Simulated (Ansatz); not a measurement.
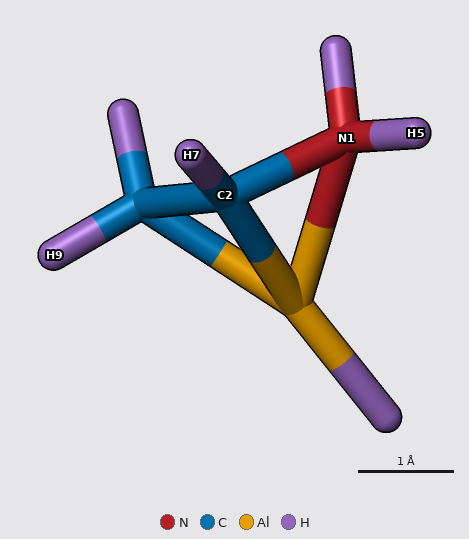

Figure 1. The structure (stick view, seen at a tilt; atoms are numbered from 1 in the order of the input). Sticks mark near contacts.

Run report: C₂H₆AlN, single-point calculation

C₂H₆AlN, multiplicity 5, computed with UKS wB97/6-31++G** (Ansatz 0.2.0).

Some settings of this run were made unusual or wrong on purpose. The geometry comes from this level: PBE0-D4/def2-TZVP.

Input file:
```yaml
crystal:
  periodic: [false, false, false]
  atoms:
    - {symbol: N, position_ang: [-0.921486, 0.712204, -0.212404]}
    - {symbol: C, position_ang: [0.411457, 0.518297, 0.462328]}
    - {symbol: C, position_ang: [0.503040, -1.012056, 0.572535]}
    - {symbol: Al, position_ang: [0.432805, -0.322019, -1.232581]}
    - {symbol: H, position_ang: [-1.105156, 1.679600, -0.444785]}
    - {symbol: H, position_ang: [-1.723739, 0.323854, 0.284153]}
    - {symbol: H, position_ang: [0.603479, 1.173487, 1.307484]}
    - {symbol: H, position_ang: [-0.301643, -1.525312, 1.115490]}
    - {symbol: H, position_ang: [1.476763, -1.343280, 0.931939]}
    - {symbol: H, position_ang: [0.707679, -0.255873, -2.781159]}
basis:
  gaussian: {orbitals: "6-31++G**", fitting: {mean_field: cc-pVTZ-jkfit}}
magnetization: {spin_polarized: true, initial_magnetization: 4}
hamiltonian: {xc: {name: wB97}}
```

Run as:
```bash
ansatz run in.yaml --threads 2 --pin off --events-out ev --progress --plain --max-ram 4352MiB
```

What the program printed:
```
Functional definition: wB97
  name "wB97"
  cite "Chai & Head-Gordon, J. Chem. Phys. 128, 084106 (2008) doi:10.1063/1.2834918"
  cite "Becke, J. Chem. Phys. 107, 8554 (1997) doi:10.1063/1.475007"
  parameter omega = 0.4/bohr
  parameter cx1 = 1.13116
  parameter cx2 = -2.74915
  parameter cx3 = 12.0900
  parameter cx4 = -5.71642
  parameter css1 = -2.55352
  parameter css2 = 11.8926
  parameter css3 = -26.9452
  parameter css4 = 17.0927
  parameter cos1 = 3.99051
  parameter cos2 = -17.0066
  parameter cos3 = 1.07292
  parameter cos4 = 8.88211
  # The coefficients of nought are those of the uniform gas.
  exchange = spin_sum(e_x_unif_sr(omega)*poly(b97_u_x, 1, cx1, cx2, cx3, cx4)) + exact_x_lr(omega)
  correlation = spin_sum(e_c_pw_same_spin*poly(b97_u_same, 1, css1, css2, css3, css4))
      + integral(e_c_pw_opposite_spin*poly(b97_u_opposite, 1, cos1, cos2, cos3, cos4))
538 factors; integrals over basis functions are off by at most 1.3e-1 eV
538 factors; integrals over basis functions are off by at most 1.7e-3 eV
mean field evaluation 1: about -10237.4181 eV, gradient 3.7e1 eV
mean field evaluation 2: about -10238.5051 eV, gradient 3.9e1 eV
mean field evaluation 4: about -10245.3198 eV, gradient 2.7e0 eV
mean field evaluation 8: about -10245.5679 eV, gradient 3.1e-1 eV
mean field evaluation 16: about -10245.6164 eV, gradient 9.1e-2 eV
mean field evaluation 32: about -10245.7054 eV, gradient 2.3e-5 eV
mean field -10245.70543675 eV, -376.5227300121 hartree, gradient 1.5e-5 eV, S^2 6.009654; 6 other end points of the search recorded, 0 dependent functions left out
reference -10245.70543970 eV, -376.5227301205 hartree; 21, 17 occupied and 95, 99 virtual orbitals, 538 factors
Total energy: -10245.70543970 eV, -376.5227301205 hartree
```

What the run reported:

| quantity | value |
| --- | --- |
| outcome | converged |
| total energy | −10245.7054 eV |
| ⟨S²⟩ | 6.010 |
| SCF solution under orbital rotations | stable |
| hardware | 2 threads of AMD EPYC, 23 GiB of memory available, shared host |
| wall time | 15 s (CPU time 29 s) |
| peak memory | 0.39 GiB |

What went wrong:

This input holds a deliberate fault: spin. The program still converged, but the numbers can't be taken as results for the intended system.
